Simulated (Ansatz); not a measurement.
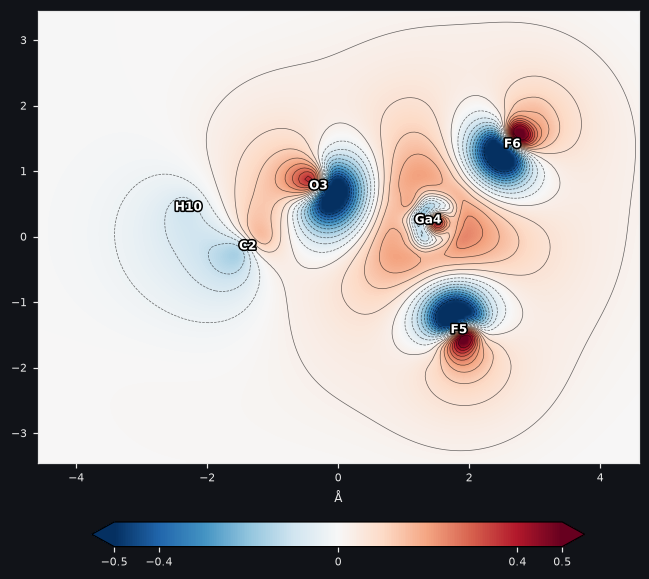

Figure 1: C$_{2}$H$_{5}$F$_{2}$GaO. The LUMO on the plane of atoms F5, Ga4 and F6 (values in Å⁻³ᐟ²; the overall sign is arbitrary).

Geometry: PBE0-D4/def2-TZVP.

These are results of RKS PBE0-D4/def2-TZVPP in Ansatz, not measurements.

Input file:

```
crystal:
  periodic: [false, false, false]
  atoms:
    - {symbol: C, position_ang: [-0.073934, -1.206717, 0.678222]}
    - {symbol: C, position_ang: [0.993948, -0.258585, 0.185986]}
    - {symbol: O, position_ang: [0.564691, 1.095793, 0.192407]}
    - {symbol: Ga, position_ang: [-0.762439, 1.653609, -0.809653]}
    - {symbol: F, position_ang: [-1.536054, 0.649099, -2.002289]}
    - {symbol: F, position_ang: [-1.347694, 3.276684, -0.677636]}
    - {symbol: H, position_ang: [0.310569, -2.228823, 0.722312]}
    - {symbol: H, position_ang: [-0.936401, -1.209699, 0.003576]}
    - {symbol: H, position_ang: [-0.408537, -0.923039, 1.678466]}
    - {symbol: H, position_ang: [1.866989, -0.295799, 0.844469]}
    - {symbol: H, position_ang: [1.328881, -0.552534, -0.815858]}
basis:
  gaussian: {orbitals: def2-TZVPP}
hamiltonian: {xc: pbe0, dispersion: d4}
output: {orbitals: {seedname: orbitals}}
```

Run with:

```sh
ansatz run in.yaml --threads 4 --pin off --events-out ev --progress --plain --max-ram 10444MiB
```

Question: What is the character of this orbital?

Answer: By Hirshfeld shares it lies mainly on Ga4 (about 60 %), F6 (about 10 %), O3 (about 10 %) and F5 (about 10 %). Its energy is −1.56 eV.
